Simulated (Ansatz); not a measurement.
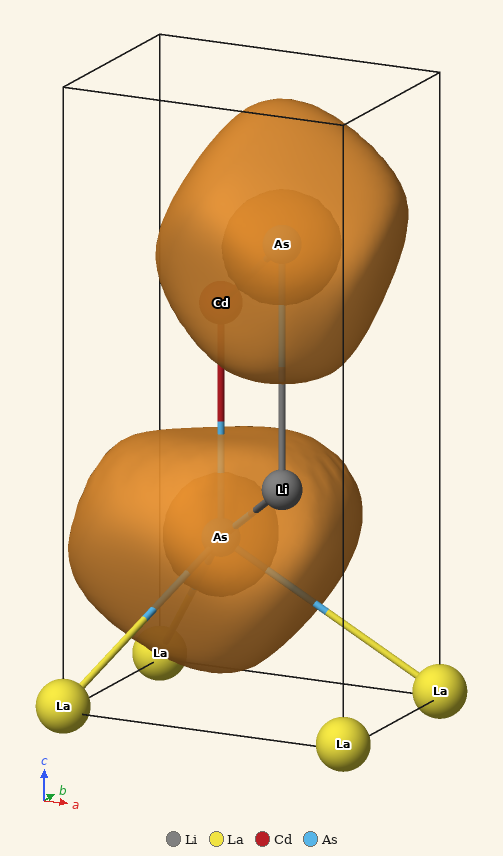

Figure 1: LiLaCdAs2. Isosurface of the electron localisation function at 0.55 (orange), seen slightly off an axis. Core shells and regions of very low density are left out. Sticks mark near contacts.

Space group P3m1; a structure from a database of computed crystals, not necessarily the ambient phase; a generated structure, not necessarily the stable one; changed on purpose from its base cell (volume × 0.94, shape and atoms relaxed); computed pressure about 4 GPa in this cell.

These are results of Ansatz, DFT PBE, scalar-relativistic, plane waves, PAW, not measurements.

Input file:

```
crystal:
  lattice:
    - [4.3412279884, 0.0, 0.0]
    - [-2.1706139942, 3.7596137216, 0.0]
    - [0.0, 0.0, 7.0000985828]
  atoms:
    - { symbol: Li, position: [0.6666666667, 0.3333333333, 0.3678301087] }
    - { symbol: La, position: [0.0, 0.0, 0.0096007826] }
    - { symbol: Cd, position: [0.3333333333, 0.6666666667, 0.6185394941] }
    - { symbol: As, position: [0.3333333333, 0.6666666667, 0.2428962578] }
    - { symbol: As, position: [0.6666666667, 0.3333333333, 0.7611343468] }
basis:
  ecutwfc: 420
kpoints:
  mp_grid: { grid: [6, 6, 4] }
hamiltonian:
  xc: pbe
scf:
  occupations: { method: gaussian, width: 0.02 }
output:
  forces: true
  stress: true
  eigenvalues: true
  write_density: true
  write_potential: true
  elf: true
  volumetric_format: npy
relax:
  adjacent_minimum: "off"
  f_tol: 0.01
  max_steps: 30
  cell: { stress_tol: 0.1, fix: [volume] }
```

Command:

```sh
ansatz run input.yaml --threads 1 --pin off --max-ram 2560MiB --backend cpu --events-out ev --progress --plain --runs-dir out
```

Below, planes, directions and counts refer to the conventional cell (a = 4.34 Å, b = 4.34 Å, c = 7.00 Å, α = 90.00°, β = 90.00°, γ = 120.00°).

The fields are those of the relaxed geometry.

**What do the ELF domains correspond to?**

The ELF exceeds this value in two regions wrapped around As (the valence shell of each), counted in one cell of 5 atoms. Regions shared between cells count once. Profiles from the grid: Cd–As (2.63 Å): the ELF is about 0.40 at the midpoint. Li–As (2.65 Å): the ELF peaks at about 0.75 in the valence shell of As, 1.3 Å from its nucleus, and is about 0.75 at the midpoint.
